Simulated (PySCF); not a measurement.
**NaCd (charge +1): density, localisation and related maps**

```xyz
2

Na    0.0000    0.0000   -2.6002
Cd    0.0000    0.0000    0.5248
```

Core potentials replace the inner electrons of Cd.

Theory: PBE0/cc-pVDZ(-PP), non-relativistic Hamiltonian with scalar-relativistic core potentials where named, at a bond length of 3.125 Å (PySCF 2.14.0).

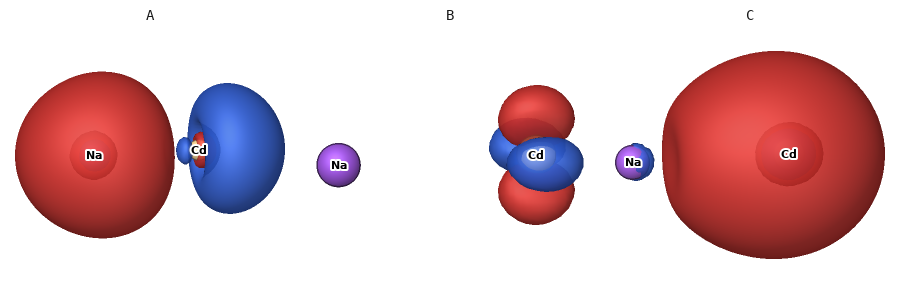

Figure 1. Three frontier orbitals, each drawn at the value that holds 80 % of its norm (red and blue are the two phases), in no order; of a degenerate pair one member is drawn.

### Name the orbitals and rank them from lowest to highest energy.

Orbital B: δ, occupied, −18.69 eV; almost wholly on Cd.
Orbital C: σ, occupied, −11.26 eV; mainly on Cd (90 %).
Orbital A: σ, empty, −6.30 eV; shared between the atoms (Na 60 %, Cd 40 %).

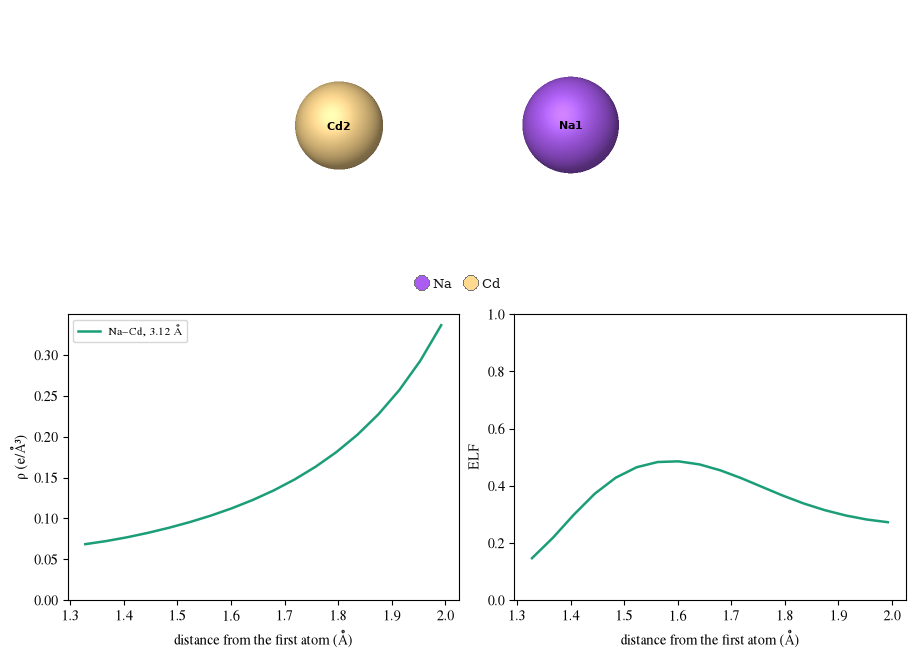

Figure 2. Electron density and ELF along straight lines between neighbouring atoms. The curves leave out the atomic cores. The structure is drawn too.

### What can be read from the curves?

Na–Cd (3.12 Å): ρ at the midpoint is about 0.1 e/Å³; the ELF is about 0.50 at the midpoint.
